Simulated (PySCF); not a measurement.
H2

```yaml
atoms:
  - { symbol: H, position_ang: [0.0000, 0.0000, -0.3810] }
  - { symbol: H, position_ang: [0.0000, 0.0000, 0.3810] }
```

Theory: PBE0/jorge-DZP-DKH, spin-free X2C-1e, Gaussian nucleus, at a bond length of 0.762 Å (PySCF).

Q: What will maps of the electron density and electron localisation function show?

A: H–H (0.76 Å): the density is about 1.7 e/Å³ at the midpoint; the ELF peaks at about 1 between the atoms.

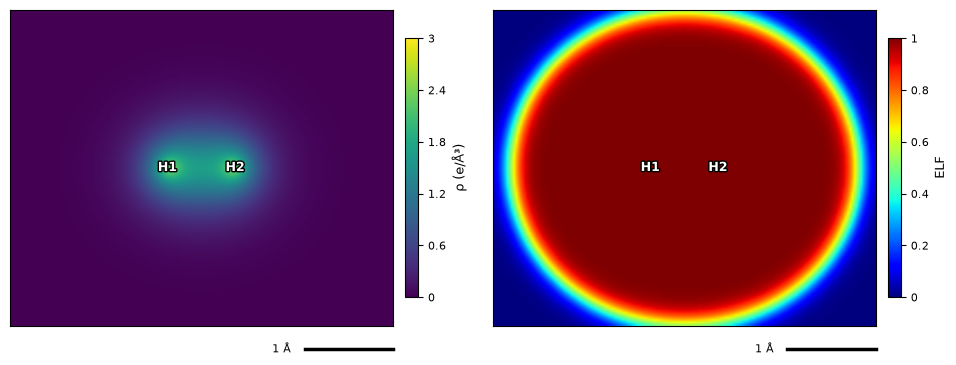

Computed electron density and electron localisation function on a plane that holds the molecular axis, in this order. Grey discs cover the atomic cores in the ELF map. 
